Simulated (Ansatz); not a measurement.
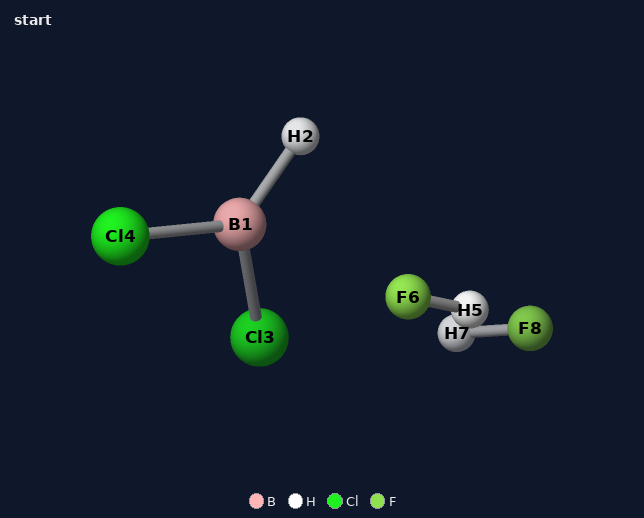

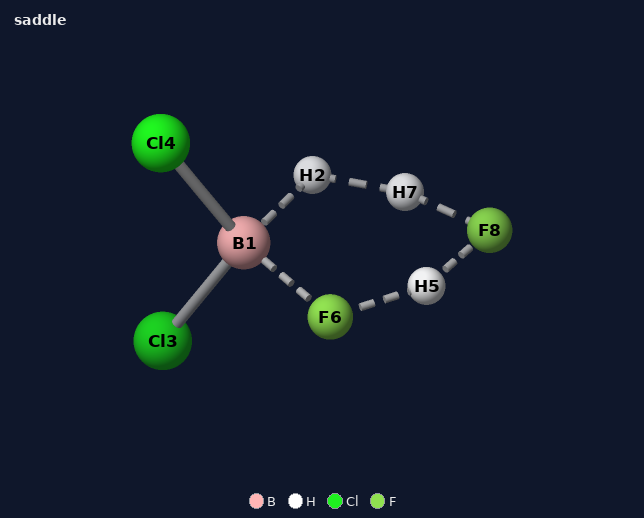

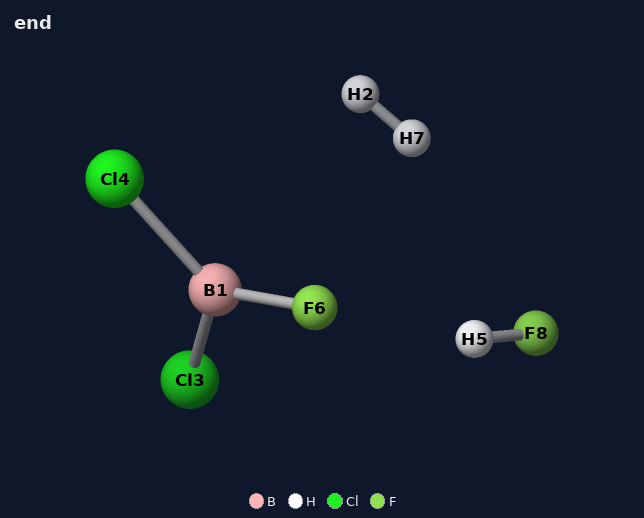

A saddle point and the two end points reached downhill from it. Broken sticks mark bonds that form or break. The species is neutral and a spin singlet. Geometries: PBE0-D4/def2-TZVP; all other levels are single points on them, and energies count from the start as drawn. Program: Ansatz 0.2.0. In CBS estimates cores are frozen, and CCSD(T) − MP2 is taken in the smaller basis.

### Which bonds form and which break from start to end?

Formed: B1–F6, H2–H7, H5–F8; broken: B1–H2, H5–F6, H7–F8. At the saddle point B1···F6 is 1.51 Å, H2···H7 is 1.06 Å, H5···F8 is 1.12 Å, B1···H2 is 1.30 Å, H5···F6 is 1.17 Å, H7···F8 is 1.11 Å.

Give the electronic barrier and the reaction energy from start to end in eV (no zero-point energy) with CCSD(T)/CBS (MP2 limit from def2-TZVPP and def2-QZVPP plus CCSD(T) − MP2); B97M-V/def2-TZVPP; RHF-CCSD(T) (frozen core)/def2-TZVPP; ωB97X-V/def2-TZVPP; B3LYP-D4/def2-TZVPP; PBE-D4/def2-TZVPP; B2PLYP (frozen core)/def2-TZVPP; ωB97M-V/def2-TZVPP.

```csv
level,barrier,reaction energy
CCSD(T)/CBS (MP2 limit from def2-TZVPP and def2-QZVPP plus CCSD(T) − MP2),0.884,−0.828
B97M-V/def2-TZVPP,0.748,−0.929
RHF-CCSD(T) (frozen core)/def2-TZVPP,0.837,−0.850
ωB97X-V/def2-TZVPP,0.739,−0.843
B3LYP-D4/def2-TZVPP,0.762,−0.853
PBE-D4/def2-TZVPP,0.453,−0.786
B2PLYP (frozen core)/def2-TZVPP,0.808,−0.863
ωB97M-V/def2-TZVPP,0.739,−0.843
```
